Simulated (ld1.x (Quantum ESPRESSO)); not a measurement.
```json
{"Element": "Ag (Z = 47)", "Generator": "ld1.x (Quantum ESPRESSO) 7.5", "Type": "norm-conserving Troullier–Martins (Kleinman–Bylander form)", "Functional": "PBE", "Relativity": "scalar-relativistic", "Frozen core": "[Ar] 3d10", "Valence charge": "19", "Reference configuration": "4s2 4p6 4d10 5s0.75 5p0.25", "Partial waves": "4s (bound): rc 1.60 bohr; 4p (bound): rc 1.70 bohr; 4d (bound): rc 1.75 bohr", "Local potential": "the d channel", "Core correction": "a·sin(br)/r model core, default radius (core density twice the valence density)"}
```

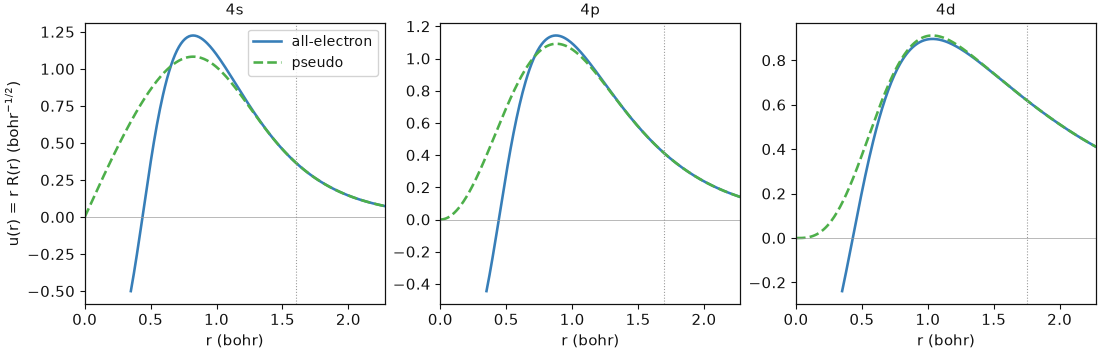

All-electron valence functions (solid) with their pseudo partners (dashed). Dotted lines mark the matching radii. The all-electron curves start outside the innermost oscillations, which aren't drawn.

Pseudo-waves: 4s has no node; 4p has no node; 4d has no node.

* Reference test: the pseudo-atom misses its own reference levels by up to 1.07 eV, so its errors come from the construction itself
* Cutoffs needed: 70 Ry and 100 Ry (the cutoffs, on a coarse ladder, from which the occupation-weighted sum of valence levels, in a spherical-Bessel basis at the reference potential, stays within 10 and 1 mRy of its value at 400 Ry)
* Ghost test: no ghost state below the valence levels in the s, p, d, f channels (spherical-Bessel basis up to 400 Ry, 20 bohr box)
* Largest excitation error: -2615 meV (all-electron minus pseudo) for 4s2 4p6 4d8 5s0 5p0, out of 7 test configurations
